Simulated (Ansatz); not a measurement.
# BHF2 (SMILES FBF) at 6 levels

Aim: a comparison of 6 runs (HF/STO-3G, UHF/STO-3G, BLYP/STO-3G, CAM-B3LYP/STO-3G, CCSDTQ/STO-3G, FCI/STO-3G) of BHF2. 

Program for the calculation: Ansatz 0.2.0.

54 further runs of the same task are left out: 1 that didn't finish, 53 set aside as unsound or not needed.

## 1. The structure to begin with

BHF2 has 4 atoms, charge 0, and is taken as a singlet. SMILES: `FBF`. The F3–B2 distance was set to 2.626 Å, away from the relaxed value. At this shape a bond of the SMILES string is far longer than usual.

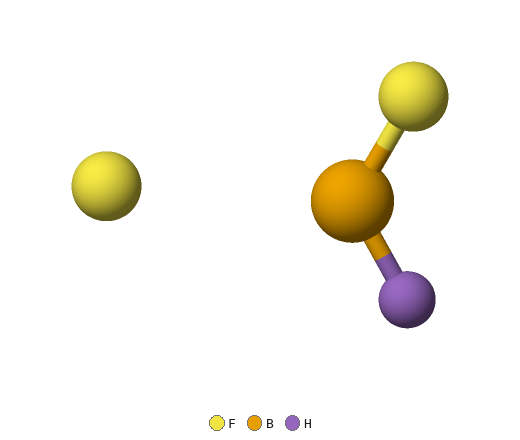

The structure, seen from a chosen angle (fluorine yellow, boron amber, hydrogen purple).

## 2. A single-point energy at HF/STO-3G (run 1)

Contents of input.yaml:

```yaml
crystal:
  periodic: [false, false, false]
  atoms:
    - {symbol: F, position_ang: [2.247780, -0.102790, 0.102191]}
    - {symbol: B, position_ang: [1.091580, -0.590690, 0.489291]}
    - {symbol: F, position_ang: [-1.095400, 0.528700, -0.438900]}
    - {symbol: H, position_ang: [1.036480, -1.514290, 1.239691]}
basis:
  gaussian:
    orbitals: STO-3G
hamiltonian:
  xc: hf
accuracy: high
```

On the command line:

```console
ansatz run input.yaml --threads 1 --pin off --max-ram 2610MiB --events-out events.jsonl --progress --plain --runs-dir runs
```

The program printed:

```text
Warning: RAYON_NUM_THREADS=1 ignored (pool sized by the plan → 1); use --threads N
Functional definition: HF
  name "HF"
  exchange = exact_x
  correlation = 0
253 factors; integrals over basis functions are off by at most 3.8e-8 eV
mean field evaluation 1: about -5999.5473 eV, gradient 2.3e1 eV
mean field evaluation 2: about -5999.5634 eV, gradient 2.3e1 eV
mean field evaluation 4: about -6004.4792 eV, gradient 1.5e1 eV
mean field evaluation 8: about -6006.4515 eV, gradient 9.2e0 eV
mean field evaluation 16: about -6007.1715 eV, gradient 2.0e-8 eV
mean field -6007.17152915 eV, -220.7594818891 hartree, gradient 1.3e-8 eV, S^2 0.000000; 0 other end points of the search recorded, 0 dependent functions left out
reference -6007.17152915 eV, -220.7594818891 hartree; 12, 12 occupied and 4, 4 virtual orbitals, 253 factors
Total energy: -6007.17152915 eV, -220.7594818891 hartree
```

Wall time 0.08 s (1 thread of Intel Xeon Platinum 8488C (Sapphire Rapids), shared host).

## 3. The energy at UHF/STO-3G (run 2)

input.yaml: that of step 2 with these lines changed.

```diff
@@ -10,2 +10,5 @@
     orbitals: STO-3G
+magnetization:
+  spin_polarized: true
+  initial_magnetization: 0
 hamiltonian:
```

On the command line:

```console
ansatz run input.yaml --threads 1 --pin off --max-ram 2610MiB --events-out events.jsonl --progress --plain --runs-dir runs
```

The program printed:

```text
Warning: RAYON_NUM_THREADS=1 ignored (pool sized by the plan → 1); use --threads N
Functional definition: HF
  name "HF"
  exchange = exact_x
  correlation = 0
253 factors; integrals over basis functions are off by at most 3.8e-8 eV
mean field evaluation 1: about -5999.5473 eV, gradient 1.6e1 eV
mean field evaluation 2: about -5999.5634 eV, gradient 1.6e1 eV
mean field evaluation 4: about -6004.4792 eV, gradient 1.1e1 eV
mean field evaluation 8: about -6006.4515 eV, gradient 6.5e0 eV
mean field evaluation 16: about -6007.1818 eV, gradient 3.0e-2 eV
mean field evaluation 32: about -6007.1715 eV, gradient 3.2e-7 eV
mean field evaluation 64: about -6011.8846 eV, gradient 3.7e-1 eV
mean field evaluation 96: about -6011.7891 eV, gradient 4.5e-2 eV
mean field evaluation 128: about -6011.9832 eV, gradient 4.6e-1 eV
mean field evaluation 160: about -6008.7961 eV, gradient 4.3e0 eV
mean field evaluation 192: about -6005.9518 eV, gradient 7.1e0 eV
mean field evaluation 224: about -6006.4820 eV, gradient 6.2e0 eV
mean field -6011.97467020 eV, -220.9359940671 hartree, gradient 1.5e-8 eV, S^2 0.969696; 7 other end points of the search recorded, 0 dependent functions left out
reference -6011.97467020 eV, -220.9359940671 hartree; 12, 12 occupied and 4, 4 virtual orbitals, 253 factors
Total energy: -6011.97467020 eV, -220.9359940671 hartree
```

It took 0.2 s on 1 thread of Intel Xeon Platinum 8488C (Sapphire Rapids), shared host.

Runs 3 to 4 aren't shown in full; the table further down has their settings and results.

## 4. The energy at CCSDTQ/STO-3G (run 5)

Contents of in.yaml:

```yaml
basis:
  gaussian: {orbitals: STO-3G}
crystal:
  periodic: [false, false, false]
  atoms:
    - symbol: F
      position_ang: [2.247780, -0.102790, 0.102191]
    - symbol: B
      position_ang: [1.091580, -0.590690, 0.489291]
    - symbol: F
      position_ang: [-1.095400, 0.528700, -0.438900]
    - symbol: H
      position_ang: [1.036480, -1.514290, 1.239691]
magnetization: {spin_polarized: false}
correlation: {method: ccsdtq, frozen_orbitals: {B: 1, F: 1, H: 0}}
accuracy: high
scf: {omitted_lower_state_checks: [cluster_reference, increment]}
```

On the command line:

```console
ansatz run in.yaml --threads 1 --pin off --max-ram 2610MiB --events-out events.jsonl --progress --plain --runs-dir runs
```

The program printed:

```text
Warning: RAYON_NUM_THREADS=1 ignored (pool sized by the plan → 1); use --threads N
[... 12 lines left out ...]
3 core orbitals not correlated: weight in the atoms' cores, before any rotation towards them, 1.000 or more for the frozen orbitals, at most 0.000 for the correlated occupied ones
[... 78 lines left out ...]
WARN: these amplitudes may be one of several solutions (largest doubles amplitude 0.70, level shift 11.92 eV)
Total energy: -6014.13193061 eV, -221.0152719248 hartree
Checks for a lower state left out: cluster_reference, increment
```

It took 10 s on 1 thread of Intel Xeon Platinum 8488C (Sapphire Rapids), shared host; peak memory 0.16 GiB.

## 5. A single-point energy at FCI/STO-3G (run 6)

Contents of run.yaml:

```yaml
basis:
  gaussian:
    orbitals: STO-3G
crystal:
  periodic: [false, false, false]
  atoms:
    - {symbol: F, position_ang: [2.247780, -0.102790, 0.102191]}
    - {symbol: B, position_ang: [1.091580, -0.590690, 0.489291]}
    - {symbol: F, position_ang: [-1.095400, 0.528700, -0.438900]}
    - {symbol: H, position_ang: [1.036480, -1.514290, 1.239691]}
accuracy: high
correlation:
  method: fci
  frozen_orbitals: {B: 1, F: 1, H: 0}
magnetization:
  spin_polarized: false
  initial_magnetization: 0
```

On the command line:

```console
ansatz run run.yaml --threads 1 --pin off --max-ram 2610MiB --events-out events.jsonl --progress --plain --runs-dir runs
```

The program printed:

```text
Warning: RAYON_NUM_THREADS=1 ignored (pool sized by the plan → 1); use --threads N
Functional definition: HF
  name "HF"
  exchange = exact_x
  correlation = 0
253 factors; integrals over basis functions are off by at most 3.8e-8 eV
mean field evaluation 1: about -5999.5473 eV, gradient 2.3e1 eV
mean field evaluation 2: about -5999.5634 eV, gradient 2.3e1 eV
mean field evaluation 4: about -6004.4792 eV, gradient 1.5e1 eV
mean field evaluation 8: about -6006.4515 eV, gradient 9.2e0 eV
mean field evaluation 16: about -6007.1715 eV, gradient 2.0e-8 eV
mean field -6007.17152915 eV, -220.7594818891 hartree, gradient 1.3e-8 eV, S^2 0.000000; 1 other end points of the search recorded, 0 dependent functions left out; unrestricted orbitals would lower it
mean field evaluation 32: about -6011.2974 eV, gradient 5.4e0 eV
unrestricted determinant -6011.97467018 eV, -220.9359940665 hartree, S^2 0.9697
3 core orbitals not correlated: weight in the atoms' cores, before any rotation towards them, 1.000 or more for the frozen orbitals, at most 0.000 for the correlated occupied ones
reference -6007.17152915 eV, -220.7594818891 hartree; 9, 9 occupied and 4, 4 virtual orbitals, 253 factors
state -6014.12776642 eV, -221.0151188936 hartree
Total energy: -6014.12776642 eV, -221.0151188936 hartree
```

It took 3.3 s on 1 thread of Intel Xeon Platinum 8488C (Sapphire Rapids), shared host; peak memory 0.14 GiB.

## 6. Overview of the runs

```
run             level  frozen core orbitals  energy (Eh)  wall time
  1         HF/STO-3G                     –  -220.759482     0.08 s
  2        UHF/STO-3G                     –  -220.935994      0.2 s
  3       BLYP/STO-3G                     –  -221.690844     0.66 s
  4  CAM-B3LYP/STO-3G                     –  -221.626577     0.74 s
  5     CCSDTQ/STO-3G                     3  -221.015272       10 s
  6        FCI/STO-3G                     3  -221.015119      3.3 s
```

## 7. Outcome

| quantity | value |
| --- | --- |
| run 6: total energy | -221.01512 Eh |
| run 6: correlation energy (3 core orbitals frozen) | -255.6 mEh |

**Reading.** Against full CI in this basis: HF +255.6 mEh; UHF +79.1 mEh; CCSDTQ -0.2 mEh. Totals of different functionals can't be ranked against each other. In run 5 the log says that unrestricted orbitals would lower the reference, so the values rest on an unstable closed-shell determinant (other closed-shell runs at this shape may share the fault). In runs 1, 2, 3, 4, 5, 6 the basis is minimal, so the values are rough. Spin contamination of the reference: run 2 ⟨S²⟩ = 0.97. Where it is this large, the reference is a mixture of spin states, and values that rest on it are in doubt. All runs together took 15 s, the longest 10 s.
